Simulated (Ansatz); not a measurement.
# PO (Phosphorus monoxide): UBHLYP/STO-3G

Aim: the electronic atomisation energy of PO (Phosphorus monoxide) at UBHLYP/STO-3G, from 3 runs. 

The calculation is run with Ansatz 0.2.0.

48 further runs of the same task are left out: 7 that didn't finish, 41 set aside as unsound or not needed.

**1. The molecule**

The species is PO (2 atoms), meant as a doublet with charge 0. SMILES: `O=[P]`. Geometry: relaxed at GFN2-xTB.

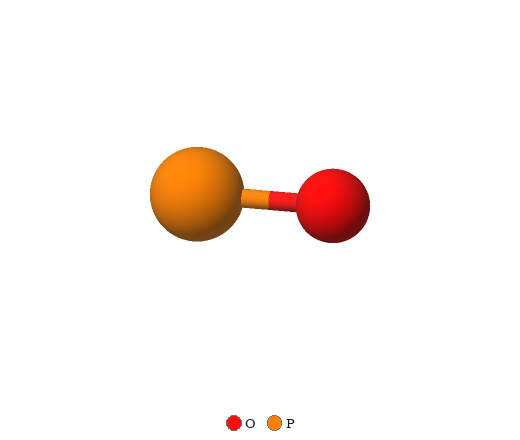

The structure, seen from a chosen angle (oxygen red, phosphorus orange).

**2. The energy at UBHLYP/STO-3G**

run.yaml

```yaml
crystal:
  periodic: [false, false, false]
  atoms:
    - {symbol: O, position_ang: [0.000000, 0.000000, 0.000000]}
    - {symbol: P, position_ang: [0.000000, 0.000000, 1.455090]}
basis:
  gaussian: {orbitals: STO-3G}
hamiltonian: {xc: {name: BHLYP}}
magnetization: {spin_polarized: true, initial_magnetization: 1}
accuracy: high
```

Run with:

```
$ ansatz run run.yaml --threads 1 --pin off --max-ram 2610MiB --events-out events.jsonl --progress --plain --runs-dir runs
```

Standard output:

```text
Warning: RAYON_NUM_THREADS=1 ignored (pool sized by the plan → 1); use --threads N
Functional definition: BHLYP
  name "BHLYP"
  parameter a = 0.5
  exchange = (1 - a)*b88_x + a*exact_x
  correlation = lyp_c
224 factors; integrals over basis functions are off by at most 1.2e-8 eV
mean field evaluation 1: about -11196.2250 eV, gradient 1.9e1 eV
mean field evaluation 2: about -11187.7938 eV, gradient 4.4e1 eV
mean field evaluation 4: about -11198.9582 eV, gradient 3.3e-1 eV
mean field evaluation 8: about -11198.9717 eV, gradient 5.0e-2 eV
mean field evaluation 16: about -11198.9721 eV, gradient 3.8e-5 eV
mean field -11198.97211339 eV, -411.5546342311 hartree, gradient 2.2e-8 eV, S^2 0.750672; 2 other end points of the search recorded, 0 dependent functions left out
reference -11198.97212526 eV, -411.5546346675 hartree; 12, 11 occupied and 2, 3 virtual orbitals, 224 factors
Total energy: -11198.97212526 eV, -411.5546346675 hartree
```

Run time: 0.93 s. Hardware: 1 thread of Intel Xeon Platinum 8375C at 2.90GHz (Ice Lake), shared host; peak memory 0.12 GiB.

**3. The O atom**

molecule.yaml

```yaml
crystal:
  periodic: [false, false, false]
  atoms:
    - {symbol: O, position_ang: [0.000000, 0.000000, 0.000000]}
basis:
  gaussian:
    orbitals: STO-3G
magnetization:
  spin_polarized: true
  initial_magnetization: 2
hamiltonian:
  xc: {name: BHLYP}
accuracy: high
```

Run with:

```
$ ansatz run molecule.yaml --threads 1 --pin off --max-ram 2610MiB --events-out events.jsonl --progress --plain --runs-dir runs
```

Standard output:

```text
Warning: RAYON_NUM_THREADS=1 ignored (pool sized by the plan → 1); use --threads N
Functional definition: BHLYP
  name "BHLYP"
  parameter a = 0.5
  exchange = (1 - a)*b88_x + a*exact_x
  correlation = lyp_c
15 factors; integrals over basis functions are off by at most 1.1e-9 eV
mean field evaluation 1: about -2014.6007 eV, gradient 8.1e-12 eV
mean field evaluation 2: about -2014.6013 eV, gradient 9.1e-12 eV
mean field -2014.60128003 eV, -74.0352314955 hartree, gradient 0.0e0 eV, S^2 2.000000; 0 other end points of the search recorded, 0 dependent functions left out
reference -2014.60128699 eV, -74.0352317512 hartree; 5, 3 occupied and 0, 2 virtual orbitals, 15 factors
Total energy: -2014.60128699 eV, -74.0352317512 hartree
```

Wall time 0.16 s (1 thread of Intel Xeon Platinum 8375C at 2.90GHz (Ice Lake), shared host).

**4. The P atom**

molecule.yaml

```yaml
crystal:
  periodic: [false, false, false]
  atoms:
    - {symbol: P, position_ang: [0.000000, 0.000000, 0.000000]}
basis:
  gaussian: {orbitals: STO-3G}
magnetization: {spin_polarized: true, initial_magnetization: 3}
hamiltonian: {xc: {name: BHLYP}}
accuracy: high
```

Run the same way, it converges to -337.37945 Eh (log not shown).

**5. Results**

Level: UBHLYP/STO-3G.

```
                     quantity          value
       molecule: total energy  -411.55463 Eh
               molecule: ⟨S²⟩          0.751
         O atom: total energy   -74.03523 Eh
                 O atom: ⟨S²⟩          2.000
         P atom: total energy  -337.37945 Eh
                 P atom: ⟨S²⟩          3.750
electronic atomisation energy       3.808 eV
```

**Reading.** Taking the molecule apart into free atoms costs 3.81 eV (367 kJ/mol), before zero-point energy and without spin-orbit coupling. In a minimal basis such a difference can be off by several eV, whatever the method.
